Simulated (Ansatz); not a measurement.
SiH$_{2}$SeICl: several calculations on one system

### Relaxation

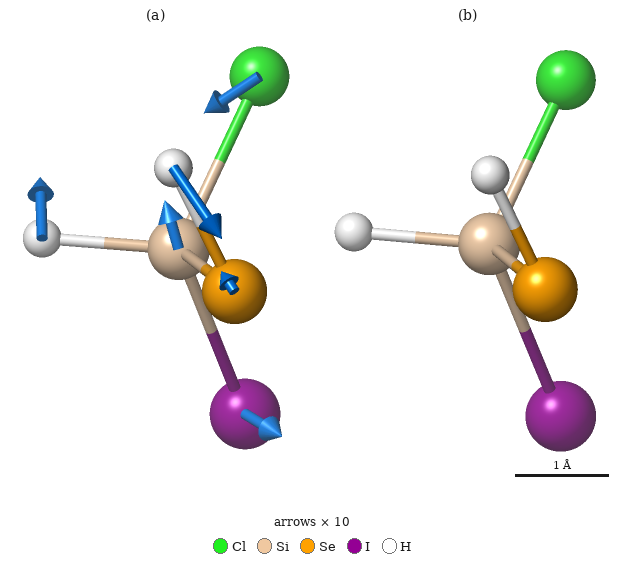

The structure of SiH$_{2}$SeICl before (left) and after (right) a relaxation, at one scale. The blue arrows give the displacements, 10 times their true length.

Style: ball-and-stick. Shown from a free direction.

The run prepares an end point of a later path (torsion) calculation, from a guessed geometry.

These are results of RKS CAM-B3LYP/def2-SVP (Ansatz 0.2.0), not measurements.

Input
```yaml
crystal:
  periodic: [false, false, false]
  atoms:
    - { symbol: Cl, position_ang: [0.5447, -2.1247, 0.232] }
    - { symbol: Si, position_ang: [-0.1259, -0.1854, -0.4146] }
    - { symbol: Se, position_ang: [-0.2227, 1.2323, 1.3607] }
    - { symbol: I, position_ang: [-2.291, -0.3319, -1.4229] }
    - { symbol: H, position_ang: [0.8292, 0.3275, -1.4282] }
    - { symbol: H, position_ang: [1.3078, 1.0181, 1.6269] }
basis:
  gaussian: { orbitals: def2-SVP }
hamiltonian:
  xc: cam_b3lyp
relax:
  f_tol: 0.015
  max_steps: 40
output:
  orbitals: {}
```

Launched with:
```bash
ansatz run input.yaml --threads 2 --pin off --max-ram 3072MiB --backend cpu --events-out ev --progress --plain --runs-dir out
```

### What changed between the two?

The largest move after the best rigid fit is that of H6, 0.100 Å. Largest moves by element: H 0.100 Å, Cl 0.076 Å, I 0.069 Å, Si 0.055 Å, Se 0.029 Å. Near-neighbour distances that change, for instance: Se3–H6 1.568 → 1.472 Å, Cl1–Si2 2.151 → 2.061 Å, Si2–I4 2.393 → 2.442 Å, Si2–Se3 2.274 → 2.267 Å. Bond angles that change, for instance: Se3–Si2–I4 109.2° → 106.2°, Si2–Se3–H6 90.3° → 92.8°, Se3–Si2–H5 110.2° → 112.6°. After 4 geometry steps the energy has fallen by 17.0 kJ/mol. Largest force component: 1.7 eV/Å at the start, 0.013 eV/Å at the end.

### Relaxation

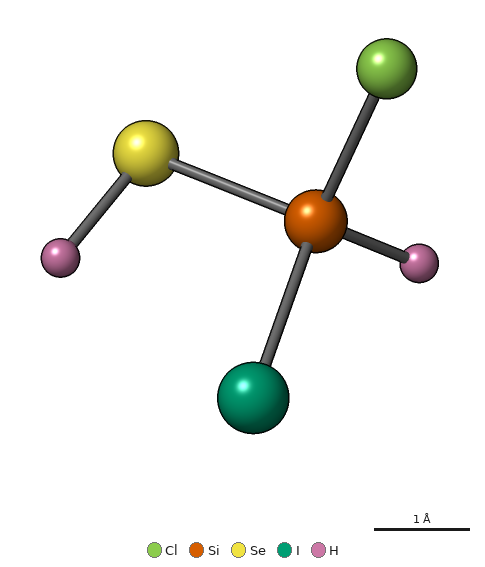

Starting structure of SiH2SeICl. The picture is a ball-and-stick view, seen at a tilt.

The run prepares an end point of a later path (torsion) calculation, from a guessed geometry.

All numbers below come from Ansatz 0.2.0, RKS CAM-B3LYP/def2-SVP.

Input
```yaml
crystal:
  periodic: [false, false, false]
  atoms:
    - { symbol: Cl, position_ang: [0.5447, -2.1247, 0.232] }
    - { symbol: Si, position_ang: [-0.1259, -0.1854, -0.4146] }
    - { symbol: Se, position_ang: [-0.2227, 1.2323, 1.3607] }
    - { symbol: I, position_ang: [-2.291, -0.3319, -1.4229] }
    - { symbol: H, position_ang: [0.8292, 0.3275, -1.4282] }
    - { symbol: H, position_ang: [-1.75398, 1.45788, 1.10876] }
basis:
  gaussian: { orbitals: def2-SVP }
hamiltonian:
  xc: cam_b3lyp
relax:
  f_tol: 0.015
  max_steps: 40
output:
  orbitals: {}
```

Launched with:
```bash
ansatz run input.yaml --threads 2 --pin off --max-ram 3072MiB --backend cpu --events-out ev --progress --plain --runs-dir out
```

> Predict the outcome.

H6 moves most after the best rigid fit: 0.81 Å. Largest moves by element: H 0.81 Å, Se 0.50 Å, Cl 0.40 Å, I 0.36 Å, Si 0.12 Å. Near-neighbour distances that change, for instance: Se3–H6 1.568 → 1.469 Å, Cl1–Si2 2.151 → 2.061 Å, Si2–I4 2.393 → 2.448 Å, Si2–Se3 2.274 → 2.265 Å. Bond angles that change, for instance: Se3–Si2–H5 110.2° → 106.2°, Se3–Si2–I4 109.2° → 112.5°, Si2–Se3–H6 90.3° → 93.2°. Groups turn about Si2–Se3 by about 60°. After 11 accepted moves (12 points after the start) the energy has fallen by 0.254 eV. Largest force component: 1.8 eV/Å at the start, 0.0061 eV/Å at the end. The line search rejected the trial step at point 9 of the run. Cost: 50 s on 2 threads of Arm Neoverse V2, with other jobs on the host, peak memory 0.34 GiB.

Step by step:

```json
{"step": "0", "E − E(0), eV": "0.0000", "largest force component, eV/Å": "1.7588", "note": ""}
{"step": "1", "E − E(0), eV": "-0.1729", "largest force component, eV/Å": "0.5166", "note": ""}
{"step": "2", "E − E(0), eV": "-0.1978", "largest force component, eV/Å": "0.1172", "note": ""}
{"step": "3", "E − E(0), eV": "-0.1992", "largest force component, eV/Å": "0.0589", "note": ""}
{"step": "4", "E − E(0), eV": "-0.2005", "largest force component, eV/Å": "0.0986", "note": ""}
{"step": "5", "E − E(0), eV": "-0.2011", "largest force component, eV/Å": "0.6436", "note": ""}
{"step": "6", "E − E(0), eV": "-0.2337", "largest force component, eV/Å": "0.2232", "note": ""}
{"step": "7", "E − E(0), eV": "-0.2490", "largest force component, eV/Å": "0.0792", "note": ""}
{"step": "8", "E − E(0), eV": "-0.2511", "largest force component, eV/Å": "0.1419", "note": ""}
{"step": "9", "E − E(0), eV": "-0.2272", "largest force component, eV/Å": "0.6890", "note": "rejected"}
{"step": "10", "E − E(0), eV": "-0.2539", "largest force component, eV/Å": "0.0548", "note": ""}
{"step": "11", "E − E(0), eV": "-0.2544", "largest force component, eV/Å": "0.0249", "note": ""}
{"step": "12", "E − E(0), eV": "-0.2545", "largest force component, eV/Å": "0.0061", "note": ""}
```

The structure at the end:

```xyz
6

Cl    0.2627   -1.9145    0.4120
Si   -0.1792   -0.1156   -0.4906
Se   -0.3135    1.5788    1.0064
I    -2.2424   -0.3962   -1.7775
H     0.9148    0.2396   -1.4175
H    -1.4621    0.9837    1.7030
```

The end point in the same view:

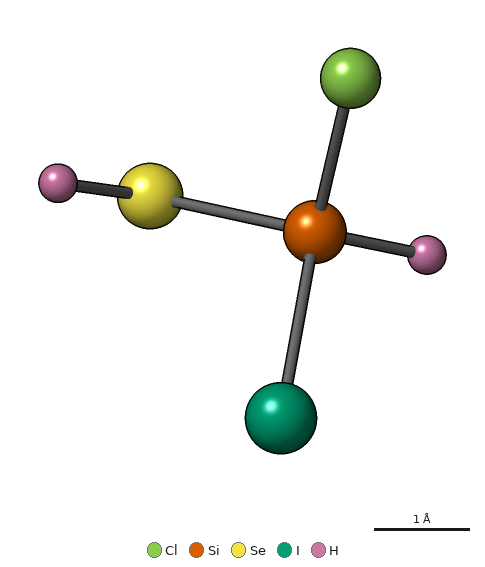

### Path

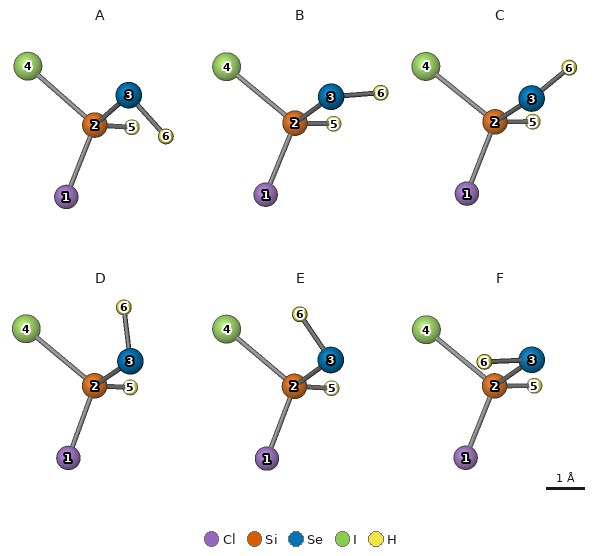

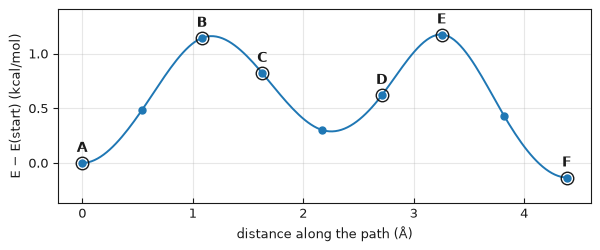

A search for the minimum-energy path of SiH₂SeICl by the nudged elastic band. Images are numbered from 0 (start) to 8 (end). Frames A to F are images 0, 2, 3, 5, 6, 8. A ball-and-stick model, seen from a free direction.

All numbers below come from RKS CAM-B3LYP/def2-SVP (Ansatz). Run with 7 movable images; climbing image; force threshold 0.05 eV/Å; iteration limit 60; starting path through a guess of the saddle point.

What happens along the path, and what is the barrier?

The path has more than one stage, and so few images may leave a stage unresolved. No bond forms or breaks between the ends. Bond angles that change up to the highest image, for instance: Se3–Si2–I4 106.2° → 110.8°, Cl1–Si2–Se3 112.0° → 109.8°. The energy climbs by 1.18 kcal/mol to image 6 and then falls by 1.31 kcal/mol, so the end point sits at −0.13 kcal/mol. The profile has 2 maxima (images 2, 6) with a dip at image 4 (+0.30 kcal/mol), so the process runs in steps. The band converged in 15 iterations. The largest component of the band force went from 470 to 0.027 eV/Å. The climbing image converged on the top of the path. Its vibrational analysis gives one imaginary mode (171i cm⁻¹), as a transition state must have.

Cost: 6.4 min on 2 threads of Arm Neoverse V2, on a shared host, peak memory 0.35 GiB.
